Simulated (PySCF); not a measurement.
**AlH3 (SMILES [H][Al]([H])[H]): CISD/6-31G**

Aim: the vertical singlet–triplet gap of AlH3 at CISD/6-31G, from 2 runs. Input form: a Python script.

The calculation is run with PySCF 2.14.0.

8 further runs of the same task are left out: 8 set aside as unsound or not needed.

## (1) Starting point

AlH3: 4 atoms, total charge 0, spin state singlet. SMILES: `[H][Al]([H])[H]`. The shape comes from GFN2-xTB, which is rough for such elements, and wasn't checked as a minimum.

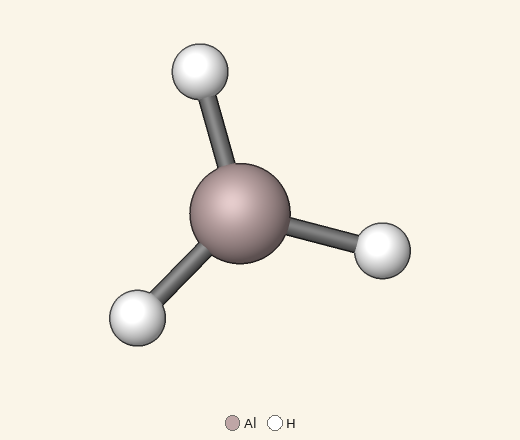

Viewed from a chosen angle; aluminium light grey, hydrogen white.

## (2) The energy at CISD/6-31G

Contents of input.py:

```python
from pyscf import gto, scf, ci

system = gto.M(
    atom=[
    ('Al', (-0.000010, -0.000020, 0.000020)),
    ('H', (1.552650, -0.030520, 0.014610)),
    ('H', (-0.749810, 1.359840, -0.019120)),
    ('H', (-0.802830, -1.329300, 0.004480)),
],
    charge=0,
    verbose=3,
    max_memory=1860,
    basis='6-31g',
)

hf = scf.RHF(system)
hf.conv_tol = 1e-10
hf.kernel()
if not hf.converged:
    hf = hf.newton().run(hf.mo_coeff, hf.mo_occ)

cisd = ci.CISD(hf, frozen=5)
cisd.kernel()
etot = cisd.e_tot
print('E = %.10f Eh' % etot)
```

Run with:

```bash
$ OMP_NUM_THREADS=1 python input.py
```

The program printed:

```text
converged SCF energy = -243.586200452255
E(RCISD) = -243.6429051518276  E_corr = -0.05670469957248407
E = -243.6429051518 Eh
```

Wall time 0.66 s (1 thread of Arm Neoverse V1, shared host); peak memory 0.1 GiB.

## (3) The triplet, same level

Contents of calc.py:

```python
from pyscf import gto, ci

mol = gto.M(
    atom=[
    ('Al', (-0.000010, -0.000020, 0.000020)),
    ('H', (1.552650, -0.030520, 0.014610)),
    ('H', (-0.749810, 1.359840, -0.019120)),
    ('H', (-0.802830, -1.329300, 0.004480)),
],
    basis='6-31g',
    charge=0,
    verbose=4,
    spin=2,
    max_memory=1860,
)

mf = mol.UHF()
mf.conv_tol = 1e-10
mf.kernel()
if not mf.converged:
    mf = mf.newton().run(mf.mo_coeff, mf.mo_occ)

cisd = ci.CISD(mf, frozen=5)
cisd.kernel()
e_final = cisd.e_tot
print('E(%s) = %.9f' % ('CISD', e_final))
```

Run with:

```bash
$ OMP_NUM_THREADS=1 python calc.py
```

The program printed:

```text
PySCF version 2.14.0

[INPUT] num. atoms = 4
[INPUT] num. electrons = 16
[INPUT] charge = 0
[INPUT] spin (= nelec alpha-beta = 2S) = 2
[INPUT] symmetry False subgroup None
[INPUT] Mole.unit = angstrom
[INPUT] Symbol           X                Y                Z      unit          X                Y                Z       unit  Magmom
[INPUT]  1 Al    -0.000010000000  -0.000020000000   0.000020000000 AA   -0.000018897261  -0.000037794522   0.000037794522 Bohr   0.0
[INPUT]  2 H      1.552650000000  -0.030520000000   0.014610000000 AA    2.934083267306  -0.057674441322   0.027608898680 Bohr   0.0
[INPUT]  3 H     -0.749810000000   1.359840000000  -0.019120000000 AA   -1.416935545460   2.569725173229  -0.036131563502 Bohr   0.0
[INPUT]  4 H     -0.802830000000  -1.329300000000   0.004480000000 AA   -1.517128824585  -2.512012937384   0.008465973038 Bohr   0.0

nuclear repulsion = 13.8794596526858
number of shells = 13
number of NR pGTOs = 58
number of NR cGTOs = 19
basis = 6-31g
ecp = {}

******** <class 'pyscf.scf.uhf.UHF'> ********
method = UHF
initial guess = minao
damping factor = 0
level_shift factor = 0
DIIS = <class 'pyscf.scf.diis.CDIIS'>
diis_start_cycle = 1
diis_space = 8
diis_damp = 0
SCF conv_tol = 1e-10
SCF conv_tol_grad = None
SCF max_cycles = 50
direct_scf = True
direct_scf_tol = 1e-13
number electrons alpha = 9  beta = 7
Set gradient conv threshold to 1e-05
init E= -243.234855075377
[... the frontier-level lines of each cycle are left out ...]



cycle= 1 E= -243.360726835958  delta_E= -0.126  |g|= 0.139  |ddm|= 1.13
cycle= 2 E= -243.389833307657  delta_E= -0.0291  |g|= 0.0491  |ddm|= 0.308
cycle= 3 E= -243.394638094608  delta_E= -0.0048  |g|= 0.0206  |ddm|= 0.13
cycle= 4 E= -243.395787265033  delta_E= -0.00115  |g|= 0.00748  |ddm|= 0.0768
cycle= 5 E= -243.395973124767  delta_E= -0.000186  |g|= 0.0027  |ddm|= 0.0361
cycle= 6 E= -243.395999129332  delta_E= -2.6e-05  |g|= 0.00104  |ddm|= 0.014
cycle= 7 E= -243.396003432709  delta_E= -4.3e-06  |g|= 0.00042  |ddm|= 0.00583
cycle= 8 E= -243.396004549332  delta_E= -1.12e-06  |g|= 0.000355  |ddm|= 0.00186
cycle= 9 E= -243.396005228388  delta_E= -6.79e-07  |g|= 0.000358  |ddm|= 0.000956
cycle= 10 E= -243.396001542294  delta_E= 3.69e-06  |g|= 0.000312  |ddm|= 0.00529
cycle= 11 E= -243.395991651678  delta_E= 9.89e-06  |g|= 0.000153  |ddm|= 0.0252
cycle= 12 E= -243.395991259639  delta_E= 3.92e-07  |g|= 4.88e-05  |ddm|= 0.00523
cycle= 13 E= -243.395991241123  delta_E= 1.85e-08  |g|= 1.27e-05  |ddm|= 0.00147
cycle= 14 E= -243.395991241593  delta_E= -4.71e-10  |g|= 3.71e-06  |ddm|= 0.000228
cycle= 15 E= -243.395991241544  delta_E= 4.96e-11  |g|= 1.33e-06  |ddm|= 8.47e-05
Extra cycle  E= -243.39599124155  delta_E= -5.91e-12  |g|= 8.78e-07  |ddm|= 2.77e-06
converged SCF energy = -243.39599124155  <S^2> = 2.0738695  2S+1 = 3.0488486

******** <class 'pyscf.ci.ucisd.UCISD'> ********
CISD nocc = (np.int64(4), np.int64(2)), nmo = (14, 14)
frozen orbitals 5
max_cycle = 50
direct = 0
conv_tol = 1e-09
max_cycle = 50
max_space = 12
lindep = 0
nroots = 1
Init t2, MP2 energy = -0.0372307322112368
UCISD converged
E(UCISD) = -243.4558864296693  E_corr = -0.05989518811970347
E(CISD) = -243.455886430
```

It took 1.2 s on 1 thread of Arm Neoverse V1, shared host; peak memory 0.12 GiB.

## (4) Summary of results

Level: CISD/6-31G, 5 core orbitals frozen.

```
                                                           quantity          value
                                              singlet: total energy  -243.64291 Eh
                      singlet: dipole moment (Hartree–Fock density)         0.00 D
                       singlet: HOMO energy (Hartree–Fock orbitals)      -11.74 eV
                       singlet: LUMO energy (Hartree–Fock orbitals)        0.79 eV
                     singlet: HOMO–LUMO gap (Hartree–Fock orbitals)       12.53 eV
               singlet: correlation energy (5 core orbitals frozen)      -56.7 mEh
                                              triplet: total energy  -243.45589 Eh
                      triplet: dipole moment (Hartree–Fock density)         1.77 D
triplet: HOMO energy (Hartree–Fock orbitals) (highest over α and β)       -5.93 eV
 triplet: LUMO energy (Hartree–Fock orbitals) (lowest over α and β)       -3.55 eV
               triplet: correlation energy (5 core orbitals frozen)      -59.9 mEh
                         triplet: ⟨S²⟩ of the reference determinant          2.074
                   vertical energy of the triplet above the singlet       5.089 eV
```

At this shape the triplet lies 5.09 eV (491 kJ/mol) above the singlet. Mulliken charges (singlet) of the mean-field density run from -0.28 on H2 to +0.83 on Al1; they depend strongly on the basis. Mulliken charges (triplet) of the mean-field density run from -0.18 on H4 to +0.17 on Al1.
